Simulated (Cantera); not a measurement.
Charge: 1 mol MgF2, 0.62 mol HF, a varied amount of H2, held at 1875 K and 100 Torr.

Method: chemical equilibrium by Gibbs-energy minimisation in Cantera with the NASA 1993 tables (ideal gas, pure condensed phases). Candidate condensed phases: Mg, MgF2; 17 gas species. The tables' values for MgH are old estimates; treat these amounts as uncertain. The numbers say what is thermodynamically allowed, not how fast it happens.

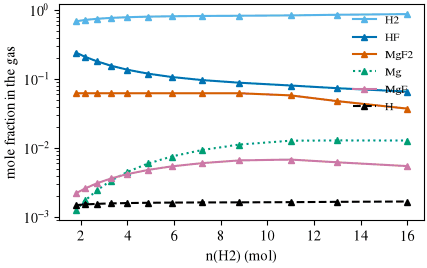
Equilibrium gas composition (values under 1e-9 drawn at 1e-9)

Task: Read off the mole fractions at 3.3 mol H2.

Result: H2 about 0.77, HF about 0.16, MgF2 about 0.062, MgF about 0.0036, Mg about 0.0034, H about 0.0016.
